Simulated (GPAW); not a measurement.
# OH/Ag(100): work function by functional and basis

Aim: the work function of both faces of OH/Ag(100), and its spread over functionals and bases.

Main program and level: GPAW 26.7.0; GPAW, PAW setups; slab in vacuum, relaxation, in the first sound run; inputs show where later runs differ.

## 1. Starting point

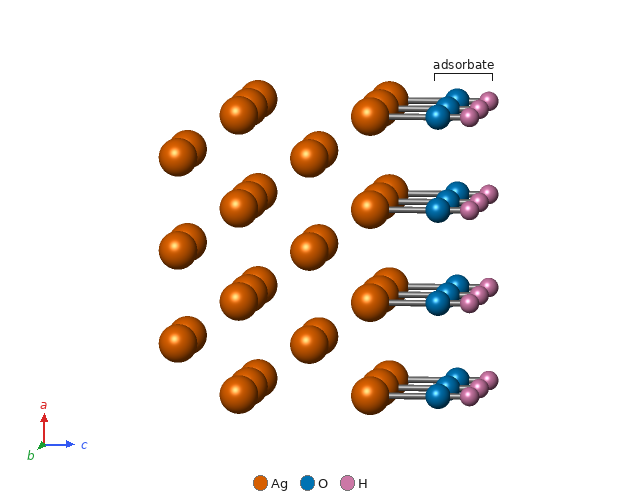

The starting structure, seen from the side, with the c axis across the page (silver orange, oxygen blue, hydrogen pink). 3×2×1 cells are drawn. Some periodic images of atoms are drawn too.

The cell holds 6 atoms: 4 Ag, 1 O and 1 H. Cell: a = 2.892 Å, b = 2.892 Å, c = 23.225 Å, α = 90.0°, β = 90.0°, γ = 90.0°. Vacuum lies along c.

As a file:

```cif
data_structure
_symmetry_space_group_name_H-M 'P 1'
_symmetry_Int_Tables_number 1
_cell_length_a 2.8921
_cell_length_b 2.8921
_cell_length_c 23.2250
_cell_angle_alpha 90.000
_cell_angle_beta 90.000
_cell_angle_gamma 90.000
_cell_volume 194.26
loop_
_atom_site_label
_atom_site_type_symbol
_atom_site_fract_x
_atom_site_fract_y
_atom_site_fract_z
_atom_site_occupancy
Ag1 Ag 0.50000 0.50000 0.30140 1
Ag2 Ag 0.00000 0.00000 0.38945 1
Ag3 Ag 0.50000 0.50000 0.47750 1
Ag4 Ag 0.00000 0.00000 0.56555 1
O5 O 0.00000 0.00000 0.65640 1
H6 H 0.00000 0.00000 0.69860 1
```

## 2. Relaxing the atoms

The atoms are relaxed first, since the surface dipole, and with it the work function, follows the positions of the outer layers. The lowest 3 atoms are held at bulk positions and keep their forces.

File run.py:

```python
import json
import numpy as np
from ase import Atoms
from ase.constraints import FixAtoms
from ase.optimize import BFGS
from gpaw import GPAW, PW

slab = Atoms(
    ['Ag', 'Ag', 'Ag', 'Ag', 'O', 'H'],
    positions=[
        [1.44603, 1.44603, 7.00000],
        [0.00000, 0.00000, 9.04500],
        [1.44603, 1.44603, 11.09000],
        [0.00000, 0.00000, 13.13500],
        [0.00000, 0.00000, 15.24500],
        [0.00000, 0.00000, 16.22500]],
    cell=[[2.89207, 0.0, 0.0], [0.0, 2.89207, 0.0], [0.0, 0.0, 23.225]],
    pbc=[True, True, False])

slab.calc = GPAW(mode=PW(500), xc='PBE', kpts={'size': (11, 11, 1), 'gamma': True},
                 occupations={'name': 'fermi-dirac', 'width': 0.1}, nbands='160%',
                 convergence={'density': 1e-05}, maxiter=200,
                 poissonsolver={'dipolelayer': 'xy'},
                 symmetry={'tolerance': 1e-3, 'extra_ids': [1, 1, 1, 0, 0, 0]}, txt='slab.txt')
result = {}
slab.set_constraint(FixAtoms([0, 1, 2]))
path = []
opt = BFGS(slab, maxstep=0.2)
opt.attach(lambda: path.append((slab.get_potential_energy(), slab.positions.tolist(), slab.get_forces().tolist())))
result['relaxed'] = bool(opt.run(fmax=0.03, steps=40))
result['path'] = path
energy = slab.get_potential_energy()
fermi = slab.calc.get_fermi_level()
v = slab.calc.get_electrostatic_potential().mean((0, 1)) - fermi
n = slab.calc.get_pseudo_density().mean((0, 1))
L = slab.cell[2, 2]
z = np.arange(len(v)) * L / len(v)
low, high = slab.positions[:, 2].min(), slab.positions[:, 2].max()
below, above = np.interp([low - 4.8, high + 4.8], z, v)
slopes = [np.interp(x, z, np.gradient(v, z)) for x in (low - 4.8, high + 4.8)]
eps = np.array([[slab.calc.get_eigenvalues(k, s) for k in range(len(slab.calc.get_ibz_k_points()))]
                for s in range(slab.calc.get_number_of_spins())]) - fermi
top, bottom = eps[eps < 0].max(), eps[eps > 0].min()
dipole = slab.get_dipole_moment()[2]
print(f'energy {energy:.4f} eV, Fermi level {fermi:.4f} eV, dipole {dipole:.5f} e A')
print(f'potential 4.8 A off the faces, from the Fermi level: lower {below:.4f} eV, upper {above:.4f} eV')
print(f'slope of the potential there: lower {slopes[0]:.5f}, upper {slopes[1]:.5f} eV/A')
print(f'nearest levels on the mesh: {top:.4f} and {bottom:.4f} eV')
print('magnetic moment', round(slab.get_magnetic_moment(), 3))
result.update(energy=energy, fermi=fermi, dipole=dipole, below=below, above=above, slopes=slopes, edges=[top, bottom],
              z=z.tolist(), v=v.tolist(), n=n.tolist(), positions=slab.positions.tolist(),
              forces=slab.get_forces(apply_constraint=False).tolist(), moments=slab.get_magnetic_moments().tolist())
json.dump(result, open('result.json', 'w'))
```

Command:

```console
OMP_NUM_THREADS=1 OPENBLAS_NUM_THREADS=1 python run.py
```

The log of the run:

```text
Step          Energy          fmax
BFGS:    0      -19.206045        0.419364
BFGS:    1      -19.208507        0.288333
BFGS:    2      -19.210442        0.220205
BFGS:    3      -19.212913        0.023977
energy -19.1612 eV, Fermi level 0.3529 eV, dipole 0.00421 e A
potential 4.8 A off the faces, from the Fermi level: lower 4.2837 eV, upper 4.1833 eV
slope of the potential there: lower -0.00130, upper 0.00029 eV/A
nearest levels on the mesh: -0.0245 and 0.0155 eV
magnetic moment 0.0
```

Wall time 10 min (1 thread of Arm Neoverse V1, shared host); peak memory 0.31 GiB.

Relaxation path:

| step | energy less that of the first step (eV) | largest force (eV/Å) |
| --- | --- | --- |
| 1 | 0.0000 | 0.4194 |
| 2 | -0.0025 | 0.2883 |
| 3 | -0.0045 | 0.2202 |
| 4 | -0.0072 | 0.0240 |

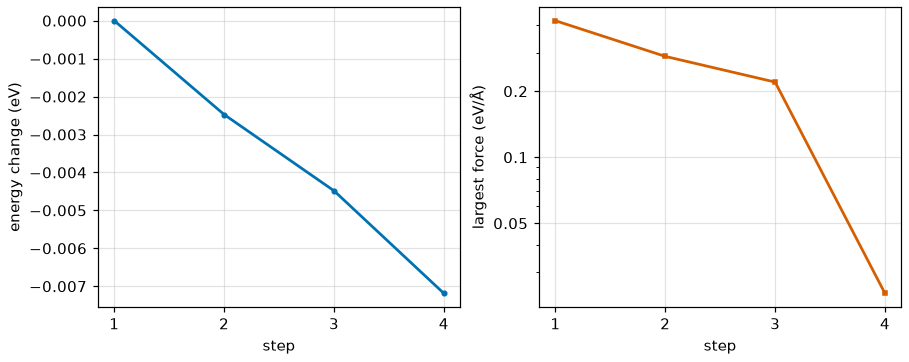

Energy and largest force along the relaxation.

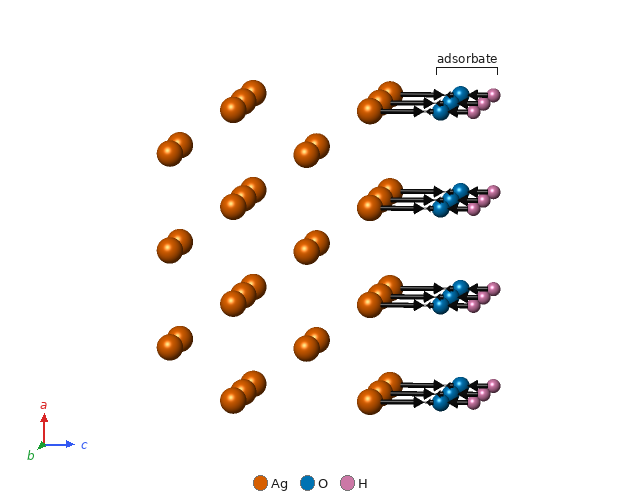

Displacements in the relaxation, exaggerated; the longest in the cell stands for 0.03 Å. 3×2×1 cells are drawn. Some periodic images of atoms are drawn too.

The atoms that moved most (Å):

| atom | dx | dy | dz | length |
| --- | --- | --- | --- | --- |
| Ag4 | 0.000 | 0.000 | 0.031 | 0.031 |
| H6 | 0.000 | 0.000 | -0.014 | 0.014 |
| O5 | 0.000 | 0.000 | -0.005 | 0.005 |

The relaxed structure:

```xyz
6
Lattice="2.8921 0.0000 0.0000 0.0000 2.8921 0.0000 0.0000 0.0000 23.2250" Properties=species:S:1:pos:R:3
Ag    1.4460    1.4460    7.0000
Ag    0.0000    0.0000    9.0450
Ag    1.4460    1.4460   11.0900
Ag    0.0000    0.0000   13.1656
O     0.0000    0.0000   15.2398
H     0.0000    0.0000   16.2106
```

This step gave:

* dipole along the normal: 0.004207 e·Å
* levels nearest the Fermi level on the mesh: -0.02455, 0.01547 eV from the Fermi level
* upper work function: 4.183 eV
* lower work function: 4.284 eV

The electrostatic potential energy of an electron (without an applied field's), less the Fermi level, planar mean oscillates, so the rows of the table below give means over windows of 2 Å about each position, cut where the curve ends. Its maxima inside the range that stand out by 2 % of the span (Å: eV): 8.0: -0.767, 10.1: -0.809, 12.1: -0.278, 14.5: 4.70, 15.9: 3.82. Its minima: 7.0: -17.3, 9.0: -17.5, 11.1: -17.3, 13.2: -17.1, 15.3: -4.59, 16.3: 2.37.

Electrostatic potential energy of an electron (without an applied field's), less the Fermi level, planar mean against z; means over each step:

| z (Å) | electrostatic potential energy of an electron (without an applied field's), less the Fermi level, planar mean (eV) |
| --- | --- |
| 0 | 4.27 |
| 2 | 4.28 |
| 4 | 4.24 |
| 6 | -2.28 |
| 8 | -7.97 |
| 10 | -8.03 |
| 12 | -7.46 |
| 14 | -3.54 |
| 16 | 1.54 |
| 18 | 4.15 |
| 20 | 4.18 |
| 22 | 4.18 |

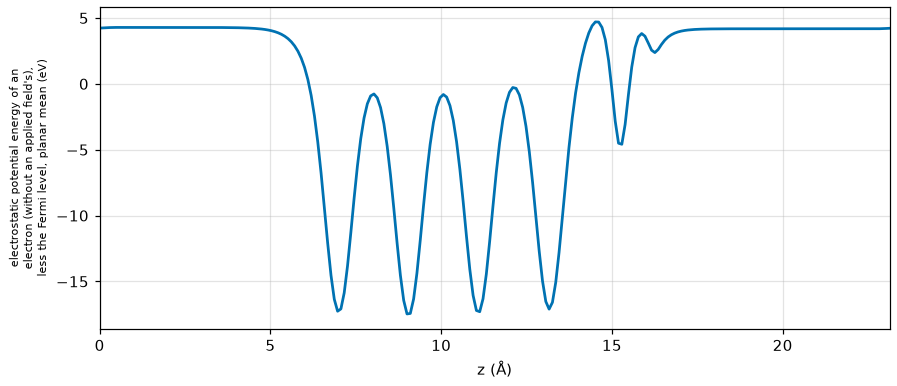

Electrostatic potential energy of an electron (without an applied field's), less the Fermi level, planar mean against z.

The pseudo valence density, planar mean oscillates, so the rows of the table below give means over windows of 2.13 Å about each position, cut where the curve ends. Its maxima inside the range that stand out by 2 % of the span (Å: e/Å³): 7.0: 2.22, 9.1: 2.21, 11.0: 2.20, 13.2: 2.24, 15.3: 0.826. Its minima: 7.9: 0.278, 10.1: 0.266, 12.2: 0.262, 14.3: 0.132.

Table of pseudo valence density, planar mean by z; means over each step:

| z (Å) | pseudo valence density, planar mean (e/Å³) |
| --- | --- |
| 1.06 | 0 |
| 3.19 | 2.4e-4 |
| 5.32 | 0.0753 |
| 7.46 | 0.976 |
| 9.58 | 0.988 |
| 11.71 | 0.982 |
| 13.84 | 0.856 |
| 15.97 | 0.332 |
| 18.11 | 0.00148 |
| 20.23 | 3.0e-6 |

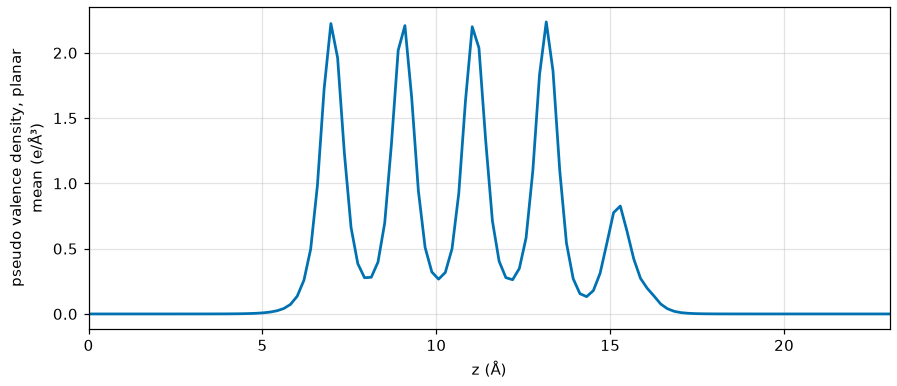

Pseudo valence density, planar mean against z.

The relaxation lowered the energy of the cell by 0.00719 eV (energies extrapolated to zero smearing; the optimiser's log prints free energies). The largest force left on a free atom is 0.024 eV/Å.

## 3. Plane waves, PBE

The work function is the vacuum plateau of the electrostatic potential less the Fermi level; a dipole layer lets the two faces have plateaus of their own.

This step: GPAW, PAW setups; slab in vacuum (GPAW 26.7.0).

run.py: that of step 2 with these lines changed.

```diff
@@ -3,4 +3,2 @@
 from ase import Atoms
-from ase.constraints import FixAtoms
-from ase.optimize import BFGS
 from gpaw import GPAW, PW
@@ -13,5 +11,5 @@
         [1.44603, 1.44603, 11.09000],
-        [0.00000, 0.00000, 13.13500],
-        [0.00000, 0.00000, 15.24500],
-        [0.00000, 0.00000, 16.22500]],
+        [0.00000, 0.00000, 13.16558],
+        [-0.00000, 0.00000, 15.23984],
+        [0.00000, 0.00000, 16.21058]],
     cell=[[2.89207, 0.0, 0.0], [0.0, 2.89207, 0.0], [0.0, 0.0, 23.225]],
@@ -23,10 +21,4 @@
                  poissonsolver={'dipolelayer': 'xy'},
-                 symmetry={'tolerance': 1e-3, 'extra_ids': [1, 1, 1, 0, 0, 0]}, txt='slab.txt')
+                 symmetry={'tolerance': 1e-3}, txt='slab.txt')
 result = {}
-slab.set_constraint(FixAtoms([0, 1, 2]))
-path = []
-opt = BFGS(slab, maxstep=0.2)
-opt.attach(lambda: path.append((slab.get_potential_energy(), slab.positions.tolist(), slab.get_forces().tolist())))
-result['relaxed'] = bool(opt.run(fmax=0.03, steps=40))
-result['path'] = path
 energy = slab.get_potential_energy()
```

The log of the run:

```text
energy -19.1612 eV, Fermi level 0.3523 eV, dipole 0.00423 e A
potential 4.8 A off the faces, from the Fermi level: lower 4.2851 eV, upper 4.1835 eV
slope of the potential there: lower -0.00135, upper 0.00032 eV/A
nearest levels on the mesh: -0.0248 and 0.0152 eV
magnetic moment 0.0
```

Wall time 3.7 min (1 thread); peak memory 0.31 GiB.

This step gave:

```
dipole along the normal                    : 0.004226 e·Å
levels nearest the Fermi level on the mesh : -0.02482, 0.01520 eV from the Fermi level
lower work function                        : 4.285 eV
```

The electrostatic potential energy of an electron (without an applied field's), less the Fermi level, planar mean oscillates, so the rows of the table below give means over windows of 2 Å about each position, cut where the curve ends. Its maxima inside the range that stand out by 2 % of the span (Å: eV): 8.0: -0.766, 10.1: -0.808, 12.1: -0.278, 14.5: 4.70, 15.9: 3.82. Its minima: 7.0: -17.3, 9.0: -17.5, 11.1: -17.3, 13.2: -17.1, 15.3: -4.59, 16.3: 2.37.

Electrostatic potential energy of an electron (without an applied field's), less the Fermi level, planar mean against z; means over each step:

| z (Å) | electrostatic potential energy of an electron (without an applied field's), less the Fermi level, planar mean (eV) |
| --- | --- |
| 0 | 4.28 |
| 2 | 4.29 |
| 4 | 4.24 |
| 6 | -2.28 |
| 8 | -7.97 |
| 10 | -8.03 |
| 12 | -7.46 |
| 14 | -3.54 |
| 16 | 1.54 |
| 18 | 4.15 |
| 20 | 4.18 |
| 22 | 4.18 |

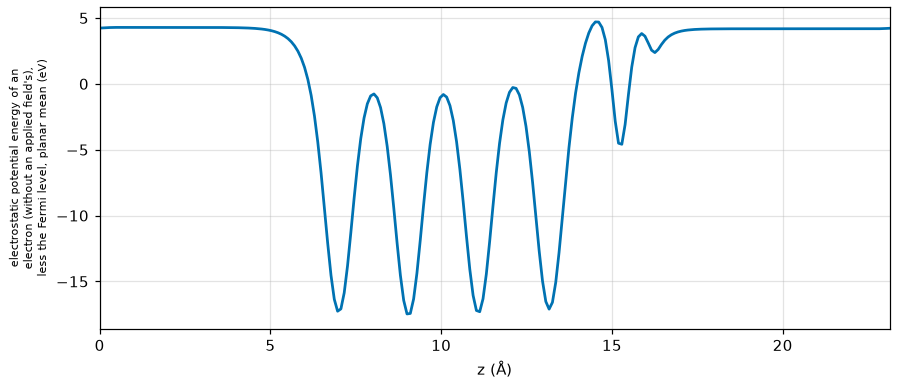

Electrostatic potential energy of an electron (without an applied field's), less the Fermi level, planar mean, plotted against z.

The pseudo valence density, planar mean oscillates, so the rows of the table below give means over windows of 2.13 Å about each position, cut where the curve ends. Its maxima inside the range that stand out by 2 % of the span (Å: e/Å³): 7.0: 2.22, 9.1: 2.21, 11.0: 2.20, 13.2: 2.24, 15.3: 0.826. Its minima: 7.9: 0.278, 10.1: 0.266, 12.2: 0.262, 14.3: 0.132.

The pseudo valence density, planar mean by z; means over each step:

| z (Å) | pseudo valence density, planar mean (e/Å³) |
| --- | --- |
| 1.06 | 0 |
| 3.19 | 2.4e-4 |
| 5.32 | 0.0753 |
| 7.46 | 0.976 |
| 9.58 | 0.988 |
| 11.71 | 0.982 |
| 13.84 | 0.856 |
| 15.97 | 0.332 |
| 18.11 | 0.00148 |
| 20.23 | 3.1e-6 |

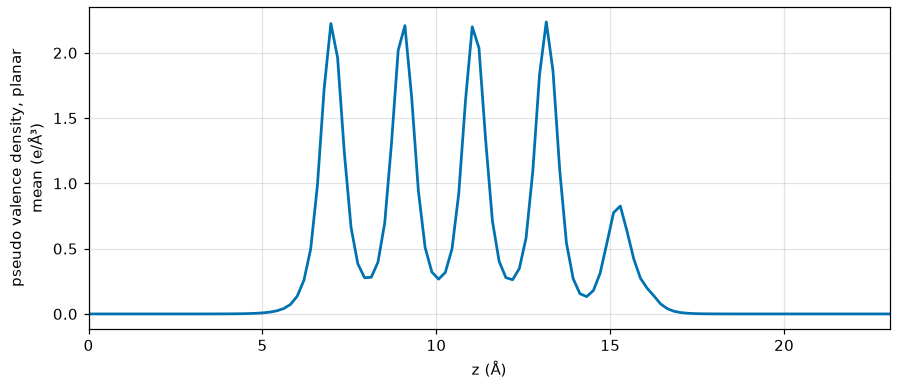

Pseudo valence density, planar mean, plotted against z.

Force by atom:

| atom | x (eV/Å) | y (eV/Å) | z (eV/Å) | size |
| --- | --- | --- | --- | --- |
| Ag1 | 0.000 | 0.000 | -0.086 | 0.086 |
| Ag2 | 0.000 | 0.000 | -0.159 | 0.159 |
| Ag3 | 0.000 | 0.000 | 0.257 | 0.257 |
| Ag4 | 0.000 | 0.000 | -0.014 | 0.014 |
| O5 | 0.000 | 0.000 | 0.026 | 0.026 |
| H6 | 0.000 | 0.000 | 0.010 | 0.010 |

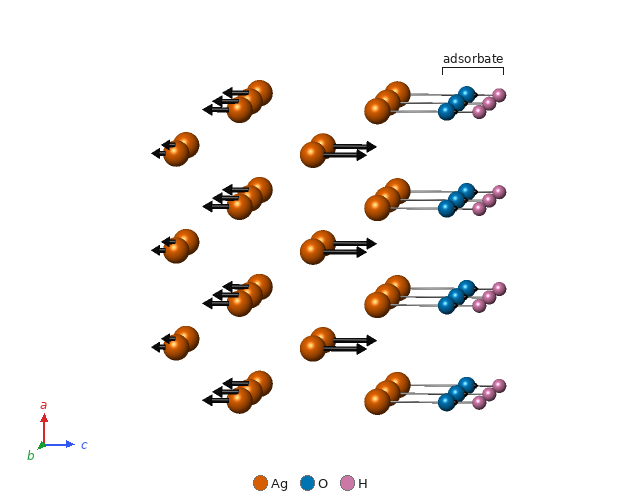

Force as arrows, the longest 0.257 eV/Å. 3×2×1 cells are drawn. Some periodic images of atoms are drawn too.

The potential is flat to 0.001 eV/Å where it is read, so the vacuum is wide enough.

(Part 1 of 3 ends here.)

[Logs are printed without paths, hosts, clocks, repeated set-up lines and the standing remarks that a program may print on its own settings, such as how far it seeks lower states.]

[Hosts, paths, dates, database ids (printed as entryN), source tags and the programs' standing remarks are cut or masked in the printed files.]
